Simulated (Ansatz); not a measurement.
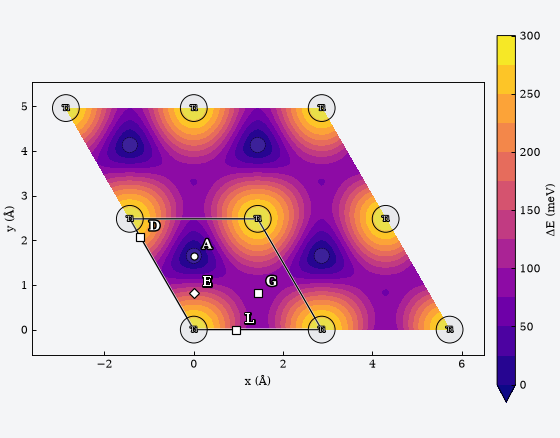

Mg on a Ti(001) slab cut from the P6_3/mmc phase, its upper half relaxed before the scan (16 atoms of substrate and one adsorbate in a 2 × 2 cell). 
- Mg is moved over the surface cell; relaxed at each place: the height of the adsorbate's atoms; substrate rigid; the origin of the map has the adsorbate above Ti13.
- Places are given modulo a cell vector. The map is drawn in real space over the plane of the surface.
- Grid: 6 × 6 points; 10 points were computed and 26 follow by symmetry.
- Places are given in fractions of the 1 × 1 surface cell.
- Energies: meV, counted from the lowest grid point.
- Computed with Ansatz 0.2.0, DFT LDA, scalar-relativistic, plane waves, PAW. Settings: cutoff 420 eV, k-mesh 6×6×1, gaussian smearing 0.1 eV, no spin polarisation.

Drawn: filled contours, labelled circles for the atoms of the top layer and small ones for the second layer, the outline of one cell of the 2 × 2 shown, lettered points. Between grid points the surface is interpolated.

### Is D the lowest point of the computed grid?

No. D lies 242 meV above the lowest grid point, which is at a threefold hollow over a second-layer Ti atom, (2/6, 4/6) of the cell vectors.

### Rank the lettered points by energy, lowest first.

A (0 meV), G (74 meV), L (137 meV), E (156 meV), D (242 meV).

PAW datasets: the set soft_1.
